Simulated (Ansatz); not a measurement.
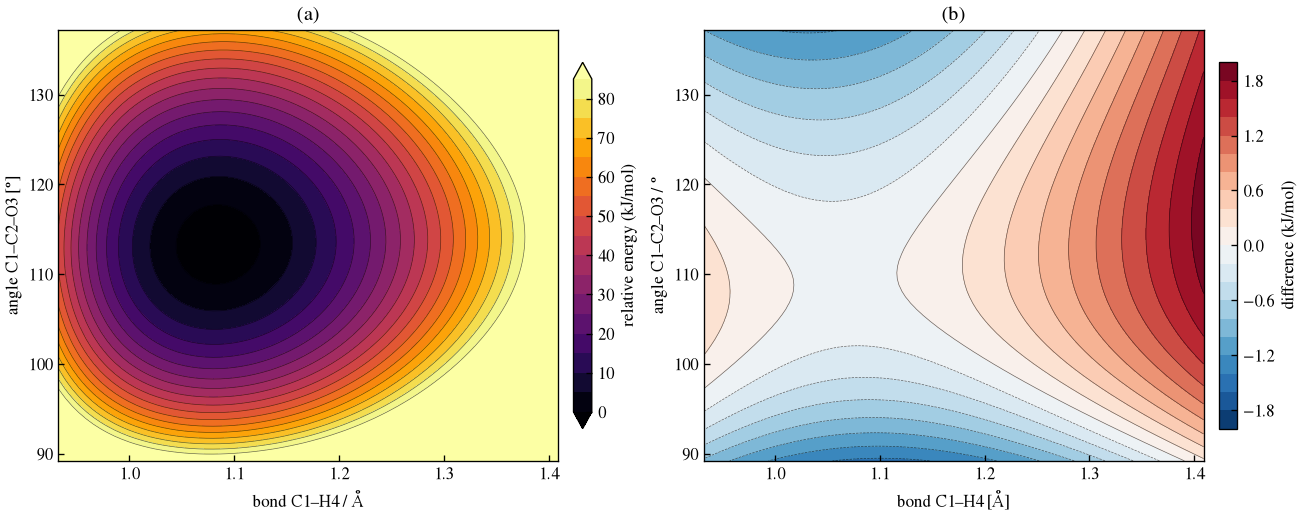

C2H5O, SMILES [CH2]CO, spin multiplicity 2. Two internal coordinates are moved rigidly from the geometry relaxed at PBE0-D4/def2-TZVP, all others fixed. First axis: bond C1–H4. Second axis: angle C1–C2–O3. Grid: 5 × 5 points. Points are written as (first, second). Energies are in kJ/mol, from each map's own lowest point. Computed with UKS r2SCAN-D4/def2-TZVPP in Ansatz 0.2.0.

Panel (a): UKS r2SCAN-D4/def2-TZVPP (Ansatz). Panel (b): the map at UKS PBE0-D4/def2-TZVPP in Ansatz less the map of (a), each from its own lowest point.

How does the change of method alter the landscape?

The difference runs from −1.4 kJ/mol at (1.125 Å, 89.2°) to 1.9 kJ/mol at (1.409 Å, 113.2°). The interpolated minimum moves from 1.0822 to 1.0820 Å in bond C1–H4 and 113.12 to 113.17° in angle C1–C2–O3.
